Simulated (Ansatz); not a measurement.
**CH6NPSi: how energies converge with the basis set**

How large a basis does CH6NPSi need? Two functionals are run in growing sets.

Method: one geometry, several basis sets; program: Ansatz 0.2.0, Gaussian basis.

The runs, in order: PBE0-D4/def2-SVP; ωB97M-V/def2-SVP; PBE0-D4/def2-QZVPP; ωB97M-V/def2-QZVPP; the functionals' def2-TZVPP values are taken from earlier runs.

### 1 Structure used throughout

An earlier PBE0-D4 in a triple-zeta def2 set relaxation fixed the geometry.

10 atoms, charge 0, spin multiplicity 1.

Atoms are counted from 1 here; the program's logs count them from 0.

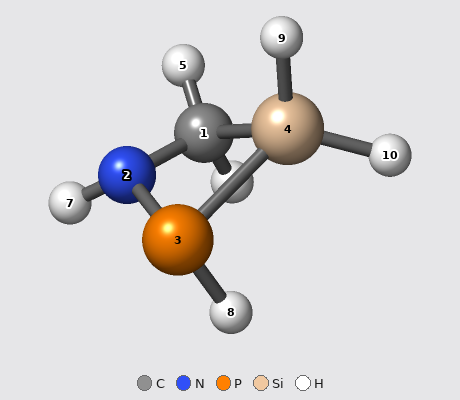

The structure; carbon grey, nitrogen blue, phosphorus orange, silicon light orange, hydrogen white; atoms are numbered from 1 in the order of the file.

### 2 PBE0-D4 in def2-SVP

Contents of in.yaml:

```yaml
crystal:
  periodic: [false, false, false]
  atoms:
    - {symbol: C, position_ang: [-0.518867, 0.753665, -0.280266]}
    - {symbol: N, position_ang: [0.388714, 0.867215, 0.865229]}
    - {symbol: P, position_ang: [0.973882, -0.715978, 1.275863]}
    - {symbol: Si, position_ang: [0.382274, -0.797308, -0.907383]}
    - {symbol: H, position_ang: [-0.525930, 1.647348, -0.910694]}
    - {symbol: H, position_ang: [-1.554234, 0.512422, 0.003585]}
    - {symbol: H, position_ang: [0.126517, 1.500544, 1.609101]}
    - {symbol: H, position_ang: [-0.253054, -1.393608, 1.631476]}
    - {symbol: H, position_ang: [1.493120, -0.499886, -1.848109]}
    - {symbol: H, position_ang: [-0.429222, -1.925515, -1.435801]}
basis:
  gaussian: {orbitals: def2-SVP}
hamiltonian: {xc: pbe0, dispersion: d4}
output: {orbitals: {seedname: orbitals}}
```

Started as:

```bash
$ ansatz run in.yaml --threads 2 --pin off --events-out ev --progress --plain --max-ram 4352MiB
```

Further steps of the session: ωB97M-V in def2-SVP; PBE0-D4 in def2-QZVPP; ωB97M-V in def2-QZVPP.

Q: Predict the results of all the runs planned. Wanted: PBE0-D4: double and triple zeta above quadruple; ωB97M-V: double and triple zeta above quadruple.

The runs gave:

```
                                       quantity          value
PBE0-D4: double and triple zeta above quadruple  9.77, 0.72 eV
ωB97M-V: double and triple zeta above quadruple  9.87, 0.67 eV
```

**Reading.** For PBE0-D4 the step from double to triple zeta gains 9.05 eV and the next only 0.72 eV. These are total energies; as a rule much of such shifts cancels in differences, which this series doesn't test. The LUMO of ωB97M-V is positive and keeps falling with the basis (1.96 to 1.09 eV): an unbound level that the basis holds in place.
